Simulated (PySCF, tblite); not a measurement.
# C5H2F6: dynamics, then NMR shifts on frames, part 2 of 2

tblite 0.8.0 and PySCF 2.14.0. Atoms count from 0.

## 5. Shielding tensors: 625 fs, PBE0/pcSseg-1

What the job is given:

```
{"job": {"kind": "nmr", "xc": "PBE0", "basis": "pcSseg-1", "pop": false}, "charge": 0, "multiplicity": 1}
C      1.321500    -0.732500    -0.121200
C      0.051100    -0.625400     0.182100
C     -1.206000    -0.606900     0.613200
C     -2.050700    -1.758500     0.912100
F     -3.117400    -1.731400     0.101500
F     -2.717800    -1.798900     2.055500
F     -1.493400    -2.994800     0.755900
C     -1.994600     0.753900     0.707400
F     -1.918000     1.273100    -0.561600
F     -1.150100     1.616900     1.371500
F     -3.206600     0.669300     1.131000
H      1.994500    -0.672200     0.681800
H      1.705000    -1.075300    -1.204800
```

Method: GIAO PBE0/pcSseg-1 NMR shielding, non-relativistic, gas phase.

What it wrote:

```text
coarse grid: 13192 points
cycle   1  E = -789.4770504819  dE =  1.982e+00  |g| = 1.267e+00  |ddm| = 3.882e+00
cycle   2  E = -789.0724402005  dE =  4.046e-01  |g| = 2.074e+00  |ddm| = 2.242e+00
cycle   3  E = -789.7441097675  dE = -6.717e-01  |g| = 1.711e-01  |ddm| = 1.600e+00
cycle   4  E = -789.7490460932  dE = -4.936e-03  |g| = 9.714e-02  |ddm| = 2.221e-01
cycle   5  E = -789.7513312260  dE = -2.285e-03  |g| = 1.732e-02  |ddm| = 9.032e-02
cycle   6  E = -789.7513920169  dE = -6.079e-05  |g| = 3.796e-03  |ddm| = 1.510e-02
cycle   7  E = -789.7513947281  dE = -2.711e-06  |g| = 1.246e-03  |ddm| = 3.784e-03
final grid: 136408 points
cycle   8  E = -789.8545281354  dE = -5.632e-05  |g| = 7.842e-03  |ddm| = 4.437e-02
cycle   9  E = -789.8545187366  dE =  9.399e-06  |g| = 1.149e-02  |ddm| = 1.342e-02
cycle  10  E = -789.8545390479  dE = -2.031e-05  |g| = 8.054e-04  |ddm| = 7.521e-03
cycle  11  E = -789.8545391495  dE = -1.016e-07  |g| = 4.891e-04  |ddm| = 1.062e-03
cycle  12  E = -789.8545392067  dE = -5.712e-08  |g| = 1.328e-04  |ddm| = 5.141e-04
cycle  13  E = -789.8545392107  dE = -4.060e-09  |g| = 3.280e-05  |ddm| = 1.444e-04
cycle  14  E = -789.8545392109  dE = -1.694e-10  |g| = 1.049e-05  |ddm| = 3.545e-05
converged SCF energy = -789.8545392109

GIAO shielding tensors (ppm)
atom      isotropic    diamagn.    paramagn.     s11        s22        s33       span
  0 C       85.357     260.417    -175.061    -18.182    114.055    160.197    178.378
  1 C      -44.887     257.311    -302.198    -62.158    -51.634    -20.868     41.290
  2 C       78.188     265.490    -187.302     15.913     95.860    122.790    106.877
  3 C       56.152     231.746    -175.594     46.050     58.457     63.948     17.899
  4 F      219.357     472.005    -252.648    135.225    207.309    315.537    180.312
  5 F      240.120     468.074    -227.953    163.399    238.450    318.512    155.114
  6 F      245.788     472.468    -226.680    152.695    227.856    356.813    204.118
  7 C       52.694     246.823    -194.128     42.887     54.766     60.430     17.543
  8 F      205.829     478.766    -272.937    125.523    162.429    329.534    204.011
  9 F      209.600     477.575    -267.975    127.175    166.677    334.950    207.775
 10 F      269.073     467.035    -197.961    222.889    284.458    299.873     76.983
 11 H       25.699      30.313      -4.614     23.368     24.671     29.058      5.690
 12 H       23.377      26.118      -2.741     21.246     21.789     27.096      5.851
```

Run time: 21 s. Hardware: 1 thread of Intel Xeon 6975P-C, shared host; peak memory 0.88 GiB.

Key values: δ C1 231.8, C7 134.2, C3 130.8, C2 108.7, H12 8.34, H11 6.02 ppm.

## 6. Shielding tensors: 800 fs, PBE0/pcSseg-1

What the job is given:

```
{"job": {"kind": "nmr", "xc": "PBE0", "basis": "pcSseg-1", "pop": false}, "charge": 0, "multiplicity": 1}
C      0.860300    -0.688800    -0.109800
C     -0.380200    -0.661200     0.309700
C     -1.633000    -0.505700     0.546800
C     -2.512200    -1.679100     0.435100
F     -3.099700    -1.927100    -0.741500
F     -3.451300    -1.752800     1.400500
F     -1.737300    -2.782100     0.533500
C     -1.992900     0.894500     0.895600
F     -2.139600     1.612300    -0.249700
F     -1.083100     1.520800     1.687800
F     -3.189800     1.055600     1.420000
H      1.812400    -0.832200     0.490100
H      0.799500    -0.538000    -1.278700
```

Method: GIAO PBE0/pcSseg-1 NMR shielding, non-relativistic, gas phase.

What it wrote:

```text
coarse grid: 13192 points
cycle   1  E = -789.4955416542  dE =  2.058e+00  |g| = 1.253e+00  |ddm| = 3.747e+00
cycle   2  E = -789.1475000312  dE =  3.480e-01  |g| = 1.990e+00  |ddm| = 1.985e+00
cycle   3  E = -789.7549086108  dE = -6.074e-01  |g| = 1.558e-01  |ddm| = 1.350e+00
cycle   4  E = -789.7590680738  dE = -4.159e-03  |g| = 8.748e-02  |ddm| = 2.027e-01
cycle   5  E = -789.7609093938  dE = -1.841e-03  |g| = 1.991e-02  |ddm| = 8.069e-02
cycle   6  E = -789.7609948601  dE = -8.547e-05  |g| = 4.194e-03  |ddm| = 1.599e-02
cycle   7  E = -789.7609981127  dE = -3.253e-06  |g| = 1.927e-03  |ddm| = 4.243e-03
final grid: 136408 points
cycle   8  E = -789.8655328373  dE = -5.963e-05  |g| = 7.352e-03  |ddm| = 3.886e-02
cycle   9  E = -789.8655214471  dE =  1.139e-05  |g| = 1.126e-02  |ddm| = 1.290e-02
cycle  10  E = -789.8655430553  dE = -2.161e-05  |g| = 8.218e-04  |ddm| = 7.547e-03
cycle  11  E = -789.8655431706  dE = -1.153e-07  |g| = 4.689e-04  |ddm| = 1.062e-03
cycle  12  E = -789.8655432228  dE = -5.222e-08  |g| = 1.055e-04  |ddm| = 4.976e-04
cycle  13  E = -789.8655432250  dE = -2.161e-09  |g| = 2.112e-05  |ddm| = 1.064e-04
cycle  14  E = -789.8655432250  dE = -5.684e-11  |g| = 1.321e-05  |ddm| = 2.941e-05
converged SCF energy = -789.8655432250

GIAO shielding tensors (ppm)
atom      isotropic    diamagn.    paramagn.     s11        s22        s33       span
  0 C       90.336     261.451    -171.115    -13.328    126.386    157.951    171.278
  1 C      -43.839     268.015    -311.854    -72.428    -58.897     -0.192     72.236
  2 C       93.660     267.397    -173.738     29.852    116.999    134.127    104.275
  3 C       56.060     235.756    -179.695     45.952     55.968     66.261     20.308
  4 F      232.117     470.264    -238.147    149.082    221.333    325.937    176.855
  5 F      245.333     466.405    -221.072    160.446    243.098    332.455    172.009
  6 F      222.972     475.523    -252.551    145.748    189.785    333.384    187.636
  7 C       55.095     234.253    -179.159     48.197     56.337     60.750     12.553
  8 F      213.069     476.168    -263.099    125.693    187.769    325.747    200.054
  9 F      228.845     477.071    -248.226    158.839    186.021    341.674    182.835
 10 F      255.136     464.996    -209.860    182.962    264.615    317.831    134.870
 11 H       24.356      28.013      -3.657     21.650     23.036     28.382      6.732
 12 H       23.761      28.836      -5.075     21.252     22.549     27.483      6.230
```

Wall time 21 s (1 thread of Intel Xeon 6975P-C, shared host); peak memory 0.88 GiB.

Key values: δ C1 230.8, C7 131.8, C3 130.9, C0 96.6, H12 7.96, H11 7.36 ppm.

## 7. Nuclear shieldings: 1000 fs, PBE0/pcSseg-1

What the job is given:

```
{"job": {"kind": "nmr", "xc": "PBE0", "basis": "pcSseg-1", "pop": false}, "charge": 0, "multiplicity": 1}
C      0.636100    -0.426300     0.247900
C     -0.570900    -0.601900     0.355900
C     -1.803400    -0.793200     0.727400
C     -2.605600    -2.033300     0.421400
F     -3.253800    -2.003800    -0.733800
F     -3.524900    -2.396800     1.335800
F     -1.701000    -3.046000     0.518200
C     -2.391400     0.574900     1.144800
F     -2.505500     1.441400     0.094200
F     -1.582900     1.123900     2.046000
F     -3.576500     0.477500     1.653000
H      1.437900    -0.266000     1.014700
H      1.015200    -0.278000    -0.829100
```

Method: GIAO PBE0/pcSseg-1 NMR shielding, non-relativistic, gas phase.

What it wrote:

```text
coarse grid: 13192 points
cycle   1  E = -789.4863723818  dE =  2.149e+00  |g| = 1.260e+00  |ddm| = 3.652e+00
cycle   2  E = -789.1328815361  dE =  3.535e-01  |g| = 1.988e+00  |ddm| = 2.026e+00
cycle   3  E = -789.7511070845  dE = -6.182e-01  |g| = 1.612e-01  |ddm| = 1.377e+00
cycle   4  E = -789.7557328501  dE = -4.626e-03  |g| = 8.653e-02  |ddm| = 2.219e-01
cycle   5  E = -789.7575063002  dE = -1.773e-03  |g| = 1.752e-02  |ddm| = 7.877e-02
cycle   6  E = -789.7575731626  dE = -6.686e-05  |g| = 3.254e-03  |ddm| = 1.752e-02
cycle   7  E = -789.7575755294  dE = -2.367e-06  |g| = 1.094e-03  |ddm| = 4.156e-03
final grid: 136408 points
cycle   8  E = -789.8613796366  dE = -5.440e-05  |g| = 7.178e-03  |ddm| = 3.754e-02
cycle   9  E = -789.8613712484  dE =  8.388e-06  |g| = 1.047e-02  |ddm| = 1.359e-02
cycle  10  E = -789.8613891587  dE = -1.791e-05  |g| = 7.334e-04  |ddm| = 7.578e-03
cycle  11  E = -789.8613892432  dE = -8.451e-08  |g| = 4.339e-04  |ddm| = 8.443e-04
cycle  12  E = -789.8613892883  dE = -4.516e-08  |g| = 1.141e-04  |ddm| = 4.283e-04
cycle  13  E = -789.8613892914  dE = -3.032e-09  |g| = 3.063e-05  |ddm| = 1.266e-04
cycle  14  E = -789.8613892915  dE = -1.744e-10  |g| = 1.034e-05  |ddm| = 2.901e-05
converged SCF energy = -789.8613892915

GIAO shielding tensors (ppm)
atom      isotropic    diamagn.    paramagn.     s11        s22        s33       span
  0 C      103.169     262.327    -159.158      9.773    133.082    166.652    156.879
  1 C      -27.374     265.699    -293.073    -69.412    -32.568     19.858     89.269
  2 C       83.199     262.174    -178.975     20.034    100.800    128.763    108.729
  3 C       55.286     240.221    -184.935     45.346     54.194     66.319     20.973
  4 F      233.395     471.521    -238.126    160.170    225.976    314.040    153.871
  5 F      243.926     465.264    -221.338    161.462    235.621    334.694    173.232
  6 F      233.881     475.576    -241.695    149.186    208.613    343.844    194.658
  7 C       56.486     238.999    -182.512     50.688     54.426     64.344     13.656
  8 F      222.070     477.792    -255.722    143.200    179.531    343.479    200.279
  9 F      237.895     476.547    -238.652    177.861    210.100    325.725    147.864
 10 F      269.620     463.243    -193.623    211.083    284.896    312.881    101.797
 11 H       24.895      28.852      -3.957     22.719     23.440     28.525      5.806
 12 H       25.006      29.505      -4.498     22.534     23.368     29.117      6.583
```

It took 22 s on 1 thread of Intel Xeon 6975P-C, shared host; peak memory 0.88 GiB.

This run: δ C1 214.3, C3 131.6, C7 130.4, C2 103.7, H11 6.82, H12 6.71 ppm.

## 8. Side by side: NMR shifts

Shifts (ppm) of some atoms, chosen among heavy atoms and hydrogens apart, with basis size and wall time:

```tsv
frame	C2	H12	H11	F10	F8	F9	F6	functions	time
250 fs	111.6	6.16	4.75	-61.5	-64.1	-75.1	-78.9	197	22 s
425 fs	117.0	7.00	6.99	-19.0	-58.6	-67.8	-103.3	197	21 s
625 fs	108.7	8.34	6.02	-98.1	-34.9	-38.7	-74.8	197	21 s
800 fs	93.3	7.96	7.36	-84.2	-42.1	-57.9	-52.0	197	21 s
1000 fs	103.7	6.71	6.82	-98.7	-51.1	-66.9	-62.9	197	22 s
```

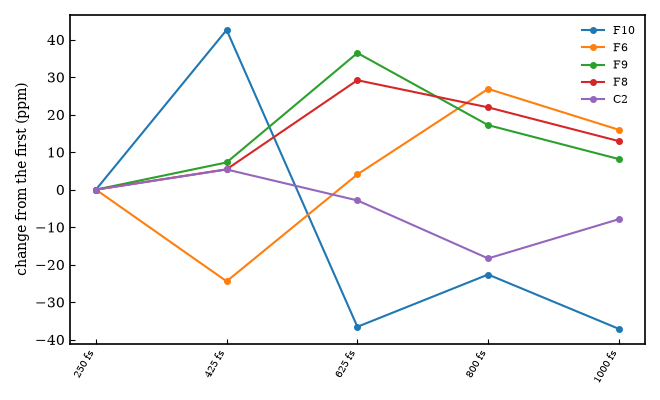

How five of the tabulated atoms move from run to run.

## 9. Summary of results

The summary covers parts 1 to 2.

```
                                        quantity                                         value
                                      thermostat                                         600 K
                   mean temperature, second half                                         509 K
         mean potential energy above the minimum                                       0.72 eV
  13C shifts against TMS (PBE0/pcSseg-1, 250 fs)          236.2, 130.8, 128.5, 111.6, 91.4 ppm
   1H shifts against TMS (PBE0/pcSseg-1, 250 fs)                                6.16, 4.75 ppm
19F shifts against CFCl3 (PBE0/pcSseg-1, 250 fs)  -61.5, -62.4, -64.1, -75.1, -78.9, -83.8 ppm
                       range of the shift of F10                            -98.7 to -19.0 ppm
```

In the second half the potential energy averages 0.72 eV above the minimum; equipartition over 33 harmonic modes at 600 K would give 0.85 eV. With 13 atoms the temperature swings widely (312 to 854 K). Shifts at one fixed geometry are not the observed spectrum, which averages over the motion. In the first frame run (250 fs): Shielding is most anisotropic at F10 (span 220 ppm, paramagnetic term -240 ppm). Across the 5 runs the shift of F10 moves most, between -98.7 (1000 fs) and -19.0 ppm (425 fs).
